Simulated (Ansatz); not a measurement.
AlN, pressure series

Take AlN in the wurtzite structure (space group P6_3mc, No. 186) as the base.

AlN has the hexagonal space group P6₃mc (No. 186), the wurtzite structure, Pearson symbol hP4. Lattice parameters: a = 3.114 Å, b = 3.114 Å, c = 4.983 Å, α = 90.00°, β = 90.00°, γ = 120.00°. Al on 2b has 4 N at 1.891–1.904 Å (tetrahedral). N on 2b sees 4 Al at 1.891–1.904 Å (tetrahedral). (Neighbours: up to the widest gap in distance over summed covalent radii, below 1.35, at either atom; cation-cation and far metal-metal contacts left out.)

Cell and atoms are relaxed at each pressure.

Method: DFT with PBEsol, PAW potentials and a 420 eV plane-wave cutoff in Ansatz (a program for electronic structure), scalar-relativistic without spin-orbit coupling.

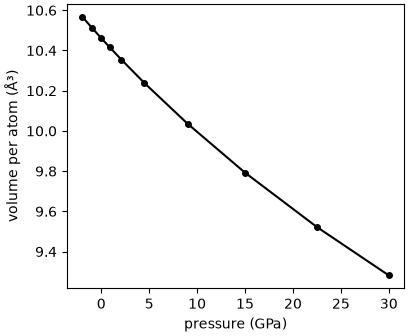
*Volume per atom against pressure*

Q: From the plot, what is the volume per atom for pressure 0.9 GPa?

A: About 10.4 Å³.

Q: Is the trend monotonic over the range shown?

A: Yes, it falls throughout, spanning 9.28 Å³ to 10.57 Å³.

Load acts through the strain it causes; cell and atoms are relaxed under it. Whether these cells are dynamically stable was not tested. Measured, AlN leaves this structure (for rock salt) near 14 GPa (temperature not stated; as listed in Datta, Sujoy, Jana, Debnarayan, arXiv (2020)), on rising pressure, with hysteresis.
